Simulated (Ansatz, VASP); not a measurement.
## KZnF3: VASP beside Ansatz

Aim: how closely do two programs agree when they are given the same cell, functional and k mesh?

Main program and level: Ansatz 0.2.0; plane waves, with VASP 6.6.1 beside it; G0W0 gap at PBE.

## Step 1: The starting structure

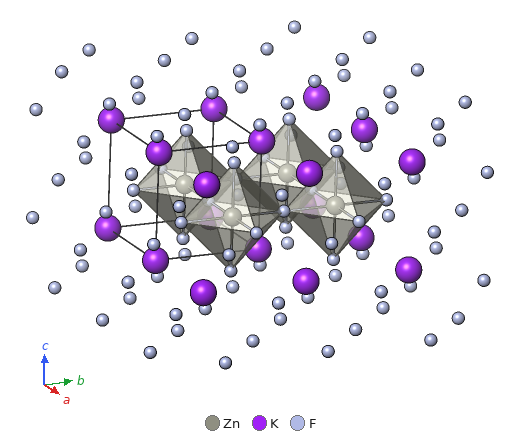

The cell as given, slightly off an axis (zinc grey, potassium purple, fluorine light blue). 2×2×1 cells are drawn. Some periodic images of atoms are drawn too.

## Step 2: Ansatz: G0W0 gap, PBE

Ansatz runs on its default PAW (the set named soft_2) files.

Quasiparticle shifts depend on high empty states and on the cores, so they are the hardest test of two PAW sets.

Input file input.yaml:

```yaml
crystal:
  lattice:
    - [4.05, 0.0, 0.0]
    - [0.0, 4.05, 0.0]
    - [0.0, 0.0, 4.05]
  atoms:
    - { symbol: Zn, position: [0.5, 0.5, 0.5] }
    - { symbol: K, position: [0.0, 0.0, 0.0] }
    - { symbol: F, position: [0.5, 0.5, 0.0] }
    - { symbol: F, position: [0.0, 0.5, 0.5] }
    - { symbol: F, position: [0.5, 0.0, 0.5] }
hamiltonian:
  xc: pbe
  pseudopotentials: { kind: paw }
kpoints:
  mp_grid: { grid: [4, 4, 4] }
scf:
  occupations: { method: fixed }
gw:
  n_empty_bands: 411
  ecut_chi: 200.0
  qp_bands: [v2, c2]
  qp_kpoints: band_edges
  screening: { model: contour_deformation }
```

Launch:

```console
> ansatz run input.yaml --threads 4 --pin off --max-ram 9216MiB --backend cpu --events-out ev --progress --plain --runs-dir out
```

Numbers of over 12 decimals in the logs are rounded to 6 here.

Log:

```text
Engine: ansatz 0.2.0, x86_64-unknown-linux-gnu
Pseudopotentials: kind: paw
Pseudopotential: Zn, paw, valence charge 12, recommended cutoff 420 eV (normal), Zn.paw.azcp
Pseudopotential: K, paw, valence charge 9, recommended cutoff 420 eV (normal), K.paw.azcp
Pseudopotential: F, paw, valence charge 7, recommended cutoff 420 eV (normal), F.paw.azcp
Functional definition: PBE
  parameter kappa = 0.804
  parameter beta = 0.066725
  exchange = pbe_x(kappa = kappa, mu = beta*pi^2/3)
  correlation = pbe_c(beta = beta)
Crystal: 5 atoms, lattice volume = 66.430 Å³
Basis set: ecut = 420 eV, 1309 PW (Γ)
Bands: 26, of which v1, the nominal top of the filled ones, is band 21 counted from 1 (20 counted from 0)
Symmetry: 48 space group operations
Space group: Pm-3m (ITA 221), of the structure as read, at distance tolerance 4.1e-5 Å
k-points: 10 of 64
Non-local potential: Zn, projectors of the file, l = 0: 2, l = 1: 2, l = 2: 3, l = 3: 1
Non-local potential: K, projectors of the file, l = 0: 3, l = 1: 2, l = 2: 2
Non-local potential: F, projectors of the file, l = 0: 2, l = 1: 2, l = 2: 1
PAW form: soft (Blöchl's): semilocal exchange-correlation on the pseudo side does not see the compensation charge
PAW one-centre angular grid: Zn, 590 points (default); XC on 64 Gauss nodes
PAW one-centre angular grid: K, 110 points (default); XC on 64 Gauss nodes
PAW one-centre angular grid: F, 110 points (default); XC on 64 Gauss nodes
Initial density: superposition of atomic densities (neutral atoms: chi_scale 0, normalization atom), corrected by the library's trained network
Initial wavefunctions: pseudopotential atomic-orbital guess
Functional: x = pbe(κ = 0.804, μ = 0.219515), c = pbe(β = 0.066725)
SCF iter   1: F=—  HF=-7286.256800 eV  |F-HF|=—  |Δ(HF+E_count)|=         —  Δρ=5.40e-4  dr2=1.07e-4  ethr=1.77e-3  ⟨swp⟩=4.3  Hψ=1113  notcnv=0  defer=18
preconditioner: auto → Resta (q_TF=auto, 2.528 Å⁻¹)  ε∞=3.9  [insulator: Δε(μ)=3.853 eV  Ē_g=17.240 eV  n_scr=18 (ndim 8)  ℏωp=29.5 eV  f_vac=0.047  ε∞_Penn≈3.9]
SCF iter   2: F=—  HF=-7286.256910 eV  |F-HF|=—  |Δ(HF+E_count)|=   1.09e-4  Δρ=2.82e-4  dr2=3.55e-5  ethr=2.54e-7  ⟨swp⟩=2.0  Hψ=574  notcnv=0  defer=26
SCF iter   3: F=—  HF=-7286.257039 eV  |F-HF|=—  |Δ(HF+E_count)|=   1.29e-4  Δρ=5.48e-5  dr2=3.07e-6  ethr=8.45e-8  ⟨swp⟩=2.0  Hψ=444  notcnv=0  defer=25
SCF iter   4: F=—  HF=-7286.257042 eV  |F-HF|=—  |Δ(HF+E_count)|=   2.61e-6  Δρ=4.52e-5  dr2=8.85e-7  ethr=7.32e-9  ⟨swp⟩=2.1  Hψ=438  notcnv=0  defer=26
SCF iter   5: F=—  HF=-7286.257042 eV  |F-HF|=—  |Δ(HF+E_count)|=   1.27e-7  Δρ=1.78e-5  dr2=1.54e-7  ethr=2.11e-9  ⟨swp⟩=2.0  Hψ=393  notcnv=0  defer=26
SCF iter   6: F=-7286.257042 eV  HF=-7286.257042 eV  |F-HF|=6.08e-9  |Δ(HF+E_count)|=   6.29e-9  Δρ=7.87e-6  dr2=2.79e-8  ethr=2.38e-10  ⟨swp⟩=7.5  Hψ=978  notcnv=0
SCF 1 converged in 6 iterations: F = -7286.257042 eV  dr2 = 2.79e-8
  greatest PAW one-centre occupation: 0.994 electrons in one spin orbital (limit 2), on the Zn atom at site 0 (counted from 0), in its partial waves of l = 2
NSCF: frozen V_eff on 10 k-points
G₀W₀ screening: q 1/10
G₀W₀ screening: q 2/10 (q-point 4)
G₀W₀ screening: q 3/10 (q-point 5)
G₀W₀ screening: q 4/10 (q-point 8)
G₀W₀ screening: q 5/10 (q-point 7)
G₀W₀ screening: q 6/10 (q-point 2)
G₀W₀ screening: q 7/10 (q-point 9)
G₀W₀ screening: q 8/10 (q-point 3)
G₀W₀ screening: q 9/10 (q-point 6)
G₀W₀ screening: q 10/10
G₀W₀ self-energy: k 1/6
G₀W₀ self-energy: k 2/6
G₀W₀ self-energy: k 3/6
G₀W₀ self-energy: k 4/6
G₀W₀ self-energy: k 5/6
G₀W₀ self-energy: k 6/6
G₀W₀ screening: q 1/10
G₀W₀ screening: q 2/10 (q-point 4)
G₀W₀ screening: q 3/10 (q-point 5)
G₀W₀ screening: q 4/10 (q-point 8)
G₀W₀ screening: q 5/10 (q-point 7)
G₀W₀ screening: q 6/10 (q-point 2)
G₀W₀ screening: q 7/10 (q-point 9)
G₀W₀ screening: q 8/10 (q-point 3)
G₀W₀ screening: q 9/10 (q-point 6)
G₀W₀ screening: q 10/10
G₀W₀ self-energy: k 7/9
G₀W₀ self-energy: k 8/9
G₀W₀ self-energy: k 9/9
SCF converged after 6 iterations
Free energy (F): -7286.257042 eV
Harris-Foulkes:  -7286.257042 eV  (|F-HF|=6.08e-9)
Internal energy: -7286.257042 eV  (E = F + TS)
E sigma→0 (E₀):  -7286.257042 eV
Fermi energy:    4.220946 eV
--- Per-component energies (eV) ---
  E_band       = -149.179055
  E_kinetic    = 1007.011579
  E_local      = -4054.976147  (includes V_loc(G=0)·N_el)
  E_nonlocal   = 857.939590
  E_hartree    = 1602.090984
  E_xc         = -511.254078
  E_vxc        = -523.240238  (∫ρ·V_xc dr)
  E_paw        = -3220.930592  (= ΣΔE_a)
  E_vpaw       = -640.098292  (= ΣTr[D̂ρ^β])
  E_aug_tail   = 0.005808  (compensation charges beyond the density's cutoff)
  E_ewald      = -2966.144187
  E_smearing   = -0.000000  (= −TS)
  E_closure    = 0.000000  (closes the sum)
  Σ components = -7286.257042   (vs F -7286.257042, Δ=0.00e0)
--- Band table (eV; the first three rows and the last of 10) ---
  k-point 0: bands = [... 17 lower, 2.1861, 2.3937, 2.3937, 2.3937, 8.0833, 12.9609, 12.9609, 13.6842, ... 1 higher]
  k-point 1: bands = [... 17 lower, 2.2313, 2.4399, 2.4432, 2.4432, 9.2055, 13.2012, 13.4115, 14.3942, ... 1 higher]
  k-point 2: bands = [... 17 lower, 2.2225, 2.5331, 2.5331, 2.6360, 10.8460, 12.5683, 13.8993, 15.3032, ... 1 higher]
  k-point 9: bands = [... 17 lower, 2.7620, 2.7620, 4.2209, 4.2209, 12.7007, 12.7007, 12.7007, 14.5028, ... 1 higher]
--- G₀W₀: contour deformation, 6 samples at zero and on the imaginary axis and 2 off it, 64 q-points, 411 empty bands' worth ---
  eigenvalues of the whole cell's RPA ε∞ on this k-mesh (on a slab, of 1 + 4πα/V) = 2.3064, 2.3064, 2.3064; static W/v taken at q = 0 is 0.433576
  bands read: the sum over 432 bands ends inside a degenerate multiplet in 5 slots, whose members it reads at an even weight; the widest, k=0: bands 432 to 434 (counted from 1) at 1/3 each
  gw.qp_kpoints: band_edges: 9 of 10 stored k-points solved, in 2 passes; an edge of the gap read off the rows below is read off those points alone
    valence top: of the k-points left out ik 1 came nearest to being solved in a further pass, in band 21 (counted from 1, as in the quasiparticle table): it holds the edge there only if its correction is more favourable than any solved in that band by at least 1.426 eV; those differ by 0.700 eV
    conduction bottom: of the k-points left out ik 1 came nearest to being solved in a further pass, in band 22 (counted from 1, as in the quasiparticle table): it holds the edge there only if its correction is more favourable than any solved in that band by at least 1.122 eV; those differ by 0.627 eV
  `?` marks the rows in doubt; gw_qp.tsv's column doubts and the gw_qp event give each row's grounds
    ik  band        ε_KS         Σx   Σc(E_QP)       V_xc       Z   E_QP_lin       E_QP  E_QP is
     0    20      2.3937   -31.5575     5.6288   -23.8139  0.7778     0.2200     0.2789  root
     0    21      2.3937   -31.5575     5.6288   -23.8139  0.7778     0.2200     0.2789  root
     0    22      8.0833    -9.3984    -3.8248   -14.4495  0.8648     9.3178     9.3096  root
     0    23     12.9609    -4.9098    -3.6921   -10.2769  0.8793    14.6539    14.6359  root
     2    20      2.5331   -37.0263     6.3799   -28.1347  0.7793    -0.0658     0.0214  root
     2    21      2.6360   -43.5707     6.5724   -34.1838  0.7881    -0.2965    -0.1785  root ?
     2    22     10.8460   -13.0408    -3.8539   -18.4532  0.8392    12.4235    12.4044  root
     2    23     12.5683    -8.3416    -3.5045   -13.2595  0.8605    13.9956    13.9817  root
     3    20      2.4226   -34.3839     6.0239   -26.0323  0.7784     0.0210     0.0949  root
     3    21      3.2073   -40.4542     6.2890   -31.6792  0.7856     0.6427     0.7213  root
     3    22     10.0440   -11.3019    -3.7705   -16.5003  0.8499    11.4857    11.4720  root
     3    23     13.6069    -6.9869    -3.7669   -12.5310  0.8652    15.4075    15.3841  root
     4    20      2.5832   -33.4847     6.0099   -25.1864  0.7779     0.2243     0.2948  root
     4    21      3.5849   -42.0428     6.2892   -33.2181  0.7895     0.9683     1.0493  root
     4    22     11.4174   -12.6049    -3.9848   -18.2331  0.8366    13.0845    13.0608  root
     4    23     13.1755    -8.3865    -3.6310   -13.4692  0.8575    14.6430    14.6271  root
     5    20      2.7443   -32.0571     5.8392   -24.0574  0.7776     0.5230     0.5838  root
     5    21      4.2184   -42.8400     6.2378   -34.1350  0.7920     1.6827     1.7512  root
     5    22     12.3144   -12.6698    -4.0706   -18.5933  0.8302    14.2018    14.1673  root
     5    23     14.3743    -7.9311    -3.7410   -13.6303  0.8599    16.3619    16.3324  root
     6    20      3.1703   -40.5351     6.3174   -31.7150  0.7854     0.5871     0.6676  root
     6    21      3.1703   -40.5351     6.3174   -31.7150  0.7854     0.5871     0.6676  root
     6    22     10.6672   -10.9790    -3.8881   -16.3565  0.8481    12.1729    12.1567  root
     6    23     14.0207    -6.8674    -3.8877   -12.6116  0.8648    15.9038    15.8772  root
     7    20      3.1036   -40.8384     6.3673   -31.9330  0.7852     0.4811     0.5656  root
[...]
8    20      3.2853   -42.4039     6.4055   -33.3796  0.7883     0.5778     0.6666  root
     8    21      4.2198   -42.8365     6.2383   -34.1312  0.7920     1.6842     1.7528  root
     8    22     12.4733   -10.4738    -4.0451   -16.2841  0.8426    14.2663    14.2385  root
     8    23     13.3482    -7.1703    -3.9472   -12.7214  0.8632    14.9717    14.9521  root
     9    20      4.2209   -42.8347     6.2389   -34.1294  0.7919     1.6860     1.7546  root
     9    21      4.2209   -42.8347     6.2389   -34.1294  0.7919     1.6860     1.7546  root
     9    22     12.7007    -6.4479    -3.9155   -11.9387  0.8692    14.2930    14.2760  root
     9    23     12.7007    -6.4479    -3.9155   -11.9387  0.8692    14.2930    14.2760  root
```

Run time: 47 s. Hardware: 4 threads of Intel Xeon 6975P-C (Granite Rapids), shared host; peak memory 1 GiB; 2.9 min of CPU time.

The column dr2 measures how far the density is from self-consistency, as an energy; F and HF (Harris–Foulkes) agree once it is small.

(Part 1 of 2 ends here.)

[Lines on the potential files, build, host, timing and source positions are cut from VASP's logs without a mark.]

[Logs are printed without paths, hosts, clocks, repeated set-up lines and the standing remarks that a program may print on its own settings, such as how far it seeks lower states.]

[Hosts, paths, dates, database ids (printed as entryN), source tags and the programs' standing remarks are cut or masked in the printed files.]
